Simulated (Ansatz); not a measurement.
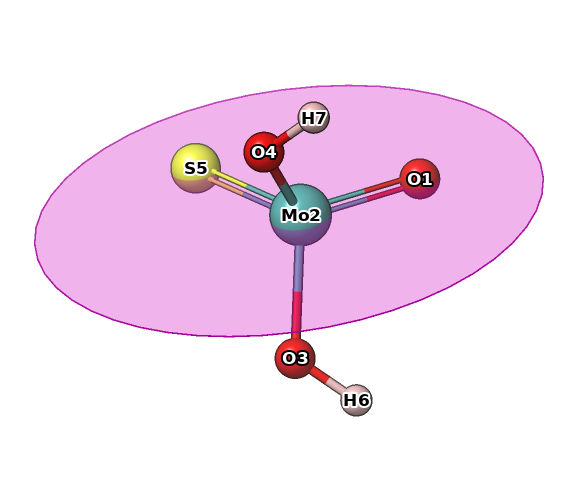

A disc through the centre of mass is drawn in. Depth is shown by fading: the farther an atom, the more it takes the colour of the background. The species is neutral and a spin singlet. Computed geometry: PBE0-D4/def2-TZVP optimisation.

**Is the plane of the disc a mirror plane of the structure?**

Yes. The reflection leaves O1, Mo2, S5 in place and moves O3 ↔ O4; H6 ↔ H7. The point group is Cs.
